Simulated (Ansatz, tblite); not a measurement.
**Ga11N10 wurtzite ring sphere (Ga₁₁N₁₀H₂₈−): charged states by level of theory**

What does removing an electron cost or gain for Ga11N10 wurtzite ring sphere (Ga₁₁N₁₀H₂₈−)? Each charged state is run at several levels.

The runs use Ansatz 0.2.0, Gaussian basis; as each input shows.

The runs, in order: charge 0 doublet, at the geometry of the singlet (PBE0-D4/def2-TZVP, PBE-D4/def2-TZVP, B3LYP-D4/def2-TZVP); the starting singlet's energies come from earlier runs.

### 1 The geometry

The singlet was relaxed beforehand with PBE-D4/def2-SVP.

49 atoms, charge -1, spin multiplicity 1.

Atoms are counted from 1 here; the program's logs count them from 0.

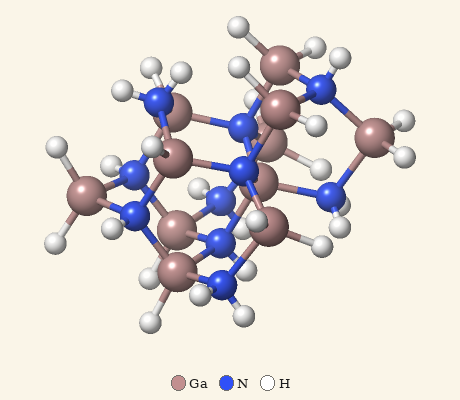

The structure; gallium pink, nitrogen blue, hydrogen white.

The ion is computed in the gas phase, without counter-ions or solvent.

### 2 Charge 0 doublet at the fixed geometry, PBE0-D4/def2-TZVP

in.yaml reads:

```yaml
crystal:
  periodic: [false, false, false]
  atoms:
    - {symbol: Ga, position_ang: [-2.433020, -1.400096, -2.877237]}
    - {symbol: N, position_ang: [-2.326778, -1.342148, -0.826108]}
    - {symbol: Ga, position_ang: [0.672622, -3.297947, -0.268923]}
    - {symbol: N, position_ang: [0.836156, -3.191073, 1.805119]}
    - {symbol: Ga, position_ang: [0.916328, -1.398287, -2.796654]}
    - {symbol: N, position_ang: [-0.757592, -0.433642, -3.312506]}
    - {symbol: N, position_ang: [0.827052, -1.406108, -0.776261]}
    - {symbol: Ga, position_ang: [-0.706486, -0.407361, -0.184929]}
    - {symbol: Ga, position_ang: [0.809922, -1.362255, 2.616932]}
    - {symbol: N, position_ang: [-0.738958, -0.428230, 1.822723]}
    - {symbol: Ga, position_ang: [-0.753800, 1.497493, -2.793834]}
    - {symbol: N, position_ang: [-0.803891, 1.420904, -0.773543]}
    - {symbol: Ga, position_ang: [-2.518622, 2.233532, -0.263786]}
    - {symbol: Ga, position_ang: [-0.772023, 1.379027, 2.619561]}
    - {symbol: N, position_ang: [-2.343366, 2.317325, 1.810431]}
    - {symbol: Ga, position_ang: [2.463922, -0.585449, -0.141821]}
    - {symbol: N, position_ang: [2.344879, -0.433935, 1.851341]}
    - {symbol: N, position_ang: [2.293311, 1.323815, -0.756128]}
    - {symbol: Ga, position_ang: [0.726286, 2.426386, -0.138868]}
    - {symbol: Ga, position_ang: [2.520356, 1.452008, 2.520887]}
    - {symbol: N, position_ang: [0.799118, 2.244727, 1.853949]}
    - {symbol: H, position_ang: [-2.346539, -2.944697, -3.257604]}
    - {symbol: H, position_ang: [-3.726944, -0.550567, -3.253940]}
    - {symbol: H, position_ang: [-2.329986, -2.313531, -0.482337]}
    - {symbol: H, position_ang: [-3.169773, -0.861427, -0.479814]}
    - {symbol: H, position_ang: [-0.828614, -3.837192, -0.429730]}
    - {symbol: H, position_ang: [1.921327, -4.190419, -0.682936]}
    - {symbol: H, position_ang: [0.088991, -3.765969, 2.220547]}
    - {symbol: H, position_ang: [1.707717, -3.665050, 2.083490]}
    - {symbol: H, position_ang: [0.864440, -2.910903, -3.307114]}
    - {symbol: H, position_ang: [2.178034, -0.489033, -3.206118]}
    - {symbol: H, position_ang: [-0.723418, -0.413061, -4.345474]}
    - {symbol: H, position_ang: [0.753572, -1.493100, 4.199187]}
    - {symbol: H, position_ang: [-1.589962, -0.919645, 2.136181]}
    - {symbol: H, position_ang: [-2.089163, 2.211126, -3.302476]}
    - {symbol: H, position_ang: [0.664857, 2.134606, -3.203484]}
    - {symbol: H, position_ang: [-3.737323, 1.204791, -0.426551]}
    - {symbol: H, position_ang: [-2.665427, 3.762332, -0.674142]}
    - {symbol: H, position_ang: [-0.912012, 1.393617, 4.201973]}
    - {symbol: H, position_ang: [-3.214489, 1.956377, 2.225433]}
    - {symbol: H, position_ang: [-2.318441, 3.308512, 2.090996]}
    - {symbol: H, position_ang: [3.862879, -1.217400, -0.535252]}
    - {symbol: H, position_ang: [3.192125, -0.900730, 2.211212]}
    - {symbol: H, position_ang: [2.231998, 1.289648, -1.789559]}
    - {symbol: H, position_ang: [3.164929, 1.826500, -0.534553]}
    - {symbol: H, position_ang: [0.879357, 3.954294, -0.530331]}
    - {symbol: H, position_ang: [2.529011, 1.455360, 4.117362]}
    - {symbol: H, position_ang: [3.738243, 2.155557, 1.749471]}
    - {symbol: H, position_ang: [0.819167, 3.211336, 2.215186]}
basis:
  gaussian: {orbitals: def2-TZVP, fitting: {mean_field: def2-universal-jkfit}}
magnetization: {spin_polarized: true, initial_magnetization: 1}
hamiltonian: {xc: pbe0, dispersion: d4}
scf: {omitted_lower_state_checks: [starts]}
output: {orbitals: {seedname: orbitals}}
```

Launch:

```sh
$ ansatz run in.yaml --threads 4 --pin off --events-out ev --progress --plain --max-ram 46080MiB --backend cuda --devices 0, --max-vram 37GiB
```

What it wrote:

```text
Functional definition: PBE0
  name "PBE0"
  cite "Adamo & Barone, J. Chem. Phys. 110, 6158 (1999) doi:10.1063/1.478522"
  cite "Perdew, Burke & Ernzerhof, Phys. Rev. Lett. 77, 3865 (1996) doi:10.1103/PhysRevLett.77.3865"
  parent pbe
  parameter a = 0.25
  parameter kappa = 0.804
  parameter beta = 0.06672455060314922
  exchange = (1 - a)*pbe_x(kappa = kappa, mu = beta*pi^2/3) + a*exact_x
  correlation = pbe_c(beta = beta)
these checks for a lower state are left out or cut short: starts
4200 factors; integrals over basis functions are off by at most 6.1e-1 eV
mean field evaluation 1: about -591381.8670 eV, gradient 1.3e2 eV
mean field evaluation 2: about -591212.5096 eV, gradient 2.3e2 eV
mean field evaluation 4: about -591438.4313 eV, gradient 2.8e1 eV
mean field evaluation 8: about -591441.8782 eV, gradient 1.2e0 eV
mean field evaluation 16: about -591441.8940 eV, gradient 6.4e-2 eV
mean field evaluation 32: about -591441.9034 eV, gradient 2.1e-5 eV
mean field -591441.90338796 eV, -21735.0890557867 hartree, gradient 5.5e-6 eV, S^2 0.757998; 0 other end points of the search recorded, 0 dependent functions left out
reference -591441.90346092 eV, -21735.0890584680 hartree; 220, 219 occupied and 786, 787 virtual orbitals, 4200 factors
Total energy: -591445.25436040 eV, -21735.2122017526 hartree
Checks for a lower state left out: starts
```

It took 43 s on 1 × H100 (card shared with other runs) with 4 threads of AMD EPYC 7R13, shared host; peak host memory 1.8 GiB.

HOMO -7.34 eV, LUMO -6.59 eV (over both spins); ⟨S²⟩ 0.758 (pure: 0.75).

### 3 Charge 0 doublet at the fixed geometry, PBE-D4/def2-TZVP

start.molden holds the orbitals of an earlier run on this state, given as this run's starting guess.

in.yaml, as its differences from that of step 2:

```diff
@@ -53,5 +53,5 @@
 basis:
-  gaussian: {orbitals: def2-TZVP, fitting: {mean_field: def2-universal-jkfit}}
+  gaussian: {orbitals: def2-TZVP, fitting: {mean_field: def2-universal-jkfit}, initial_orbitals: start.molden}
 magnetization: {spin_polarized: true, initial_magnetization: 1}
-hamiltonian: {xc: pbe0, dispersion: d4}
+hamiltonian: {xc: pbe, dispersion: d4}
 scf: {omitted_lower_state_checks: [starts]}
```

Launched as before.

What it wrote:

```text
Functional definition: PBE
  name "PBE"
  cite "Perdew, Burke & Ernzerhof, Phys. Rev. Lett. 77, 3865 (1996) doi:10.1103/PhysRevLett.77.3865"
  parent pbe
  parameter kappa = 0.804
  parameter beta = 0.06672455060314922
  exchange = pbe_x(kappa = kappa, mu = beta*pi^2/3)
  correlation = pbe_c(beta = beta)
these checks for a lower state are left out or cut short: starts
4200 factors; integrals over basis functions are off by at most 6.1e-1 eV
mean field evaluation 1: about -591427.8628 eV, gradient 2.1e1 eV
mean field evaluation 2: about -591428.7841 eV, gradient 9.8e-1 eV
mean field evaluation 4: about -591428.8116 eV, gradient 3.0e-1 eV
mean field evaluation 8: about -591428.8278 eV, gradient 1.2e-1 eV
mean field evaluation 16: about -591428.8283 eV, gradient 2.1e-4 eV
mean field -591428.82831093 eV, -21734.6085555685 hartree, gradient 2.6e-6 eV, S^2 0.751801; 0 other end points of the search recorded, 0 dependent functions left out
reference -591428.82840958 eV, -21734.6085591940 hartree; 220, 219 occupied and 786, 787 virtual orbitals, 4200 factors
Total energy: -591432.57276696 eV, -21734.7461617895 hartree
Checks for a lower state left out: starts
```

Run time: 20 s. Hardware: 1 × H100 (card shared with other runs) with 4 threads of AMD EPYC 7R13, shared host; peak host memory 1.8 GiB.

From the report: HOMO -6.31 eV, LUMO -6.42 eV (over both spins; with the spin held, an empty level of the minority spin lies below the top filled one); ⟨S²⟩ 0.752 (pure: 0.75).

### 4 Charge 0 doublet at the fixed geometry, B3LYP-D4/def2-TZVP

in.yaml, as its differences from that of step 3:

```diff
@@ -55,3 +55,3 @@
 magnetization: {spin_polarized: true, initial_magnetization: 1}
-hamiltonian: {xc: pbe, dispersion: d4}
+hamiltonian: {xc: {name: B3LYP}, dispersion: d4}
 scf: {omitted_lower_state_checks: [starts]}
```

Same command.

What it wrote:

```text
Functional definition: B3LYP
  name "B3LYP"
  cite "Stephens, Devlin, Chabalowski & Frisch, J. Phys. Chem. 98, 11623 (1994) doi:10.1021/j100096a001"
  cite "Becke, Phys. Rev. A 38, 3098 (1988) doi:10.1103/PhysRevA.38.3098"
  cite "Lee, Yang & Parr, Phys. Rev. B 37, 785 (1988) doi:10.1103/PhysRevB.37.785"
  cite "Vosko, Wilk & Nusair, Can. J. Phys. 58, 1200 (1980) doi:10.1139/p80-159"
  parameter a0 = 0.2
  parameter ax = 0.72
  parameter ac = 0.81
  exchange = (1 - a0 - ax)*slater_x + ax*b88_x + a0*exact_x
  correlation = (1 - ac)*vwn_rpa_c + ac*lyp_c
these checks for a lower state are left out or cut short: starts
4200 factors; integrals over basis functions are off by at most 6.1e-1 eV
mean field evaluation 1: about -591549.2680 eV, gradient 1.1e1 eV
mean field evaluation 2: about -591549.5896 eV, gradient 2.9e-1 eV
mean field evaluation 4: about -591549.5882 eV, gradient 2.0e-2 eV
mean field evaluation 8: about -591549.5883 eV, gradient 1.9e-5 eV
mean field -591549.58825380 eV, -21739.0464016148 hartree, gradient 4.8e-6 eV, S^2 0.756441; 0 other end points of the search recorded, 0 dependent functions left out
reference -591549.58884428 eV, -21739.0464233145 hartree; 220, 219 occupied and 786, 787 virtual orbitals, 4200 factors
Total energy: -591555.61061490 eV, -21739.2677193032 hartree
Checks for a lower state left out: starts
```

Wall time 38 s (1 × H100 (card shared with other runs) with 4 threads of AMD EPYC 7R13, shared host); peak host memory 1.8 GiB.

HOMO -7.17 eV, LUMO -6.62 eV (over both spins); ⟨S²⟩ 0.756 (pure: 0.75).

### 5 Vertical ionisation energy

Charged state less starting state, singlet to doublet; the starting state's energies are those of its earlier runs.

```tsv
level	vertical ionisation energy (eV)	time
PBE-D4/def2-TZVP	+4.87	28 s
B3LYP-D4/def2-TZVP	+5.48	46 s
PBE0-D4/def2-TZVP	+5.49	51 s
```

Times add the two runs; a level without a time comes out of a correlated run.

Beside −ε(HOMO) of the starting state:

```tsv
level	−ε(HOMO) (eV)	by difference (eV)	mismatch (eV)
PBE-D4/def2-TZVP	2.97	4.87	-1.90
B3LYP-D4/def2-TZVP	3.96	5.48	-1.51
PBE0-D4/def2-TZVP	4.15	5.49	-1.34
```

### 6 What came out

| quantity | value |
| --- | --- |
| vertical ionisation energy, functionals in def2-TZVP | 4.87 (PBE-D4) to 5.49 eV (PBE0-D4) |

What this shows: The vertical ionisation energy spans 4.87 to 5.49 eV over the functionals. −ε(HOMO) misses the level's own difference by -1.34 eV at best (PBE0-D4) and -1.90 eV at worst (PBE-D4).
